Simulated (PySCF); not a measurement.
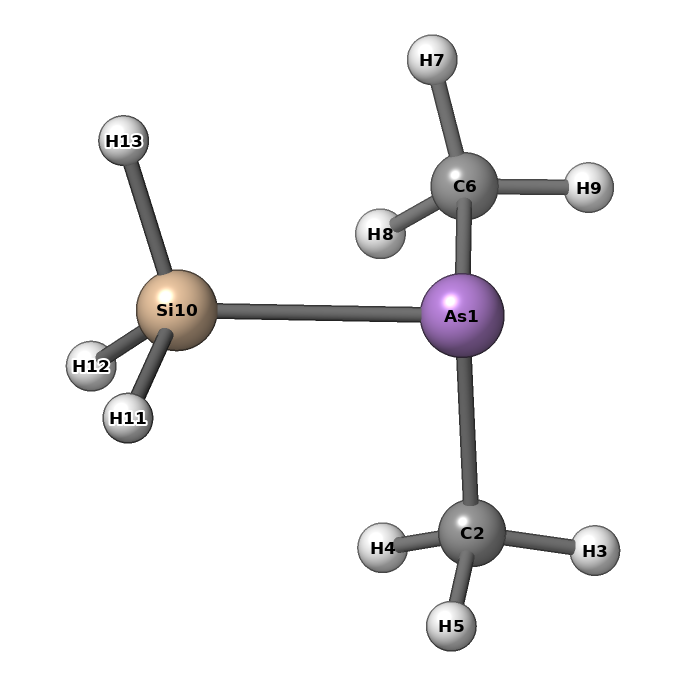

Computed geometry: PBE0-D3(BJ)/def2-SVP optimisation. No frequency run is at hand to confirm it as a minimum. Level of theory: delta-SCF UKS SCAN, pcX-2 on the ionised atom (unc-x2c-TZVPall on a metal), pcseg-1 elsewhere, spin-free X2C (PySCF 2.14.0).

Give the core-electron binding energies (to vacuum; p and d levels without spin–orbit splitting) of C2 1s, Si10 1s, Si10 2p.

| atom | level | binding energy (eV) |
| --- | --- | --- |
| C2 | 1s | 290.3 |
| Si10 | 1s | 1846.1 |
| Si10 | 2p | 106.6 |
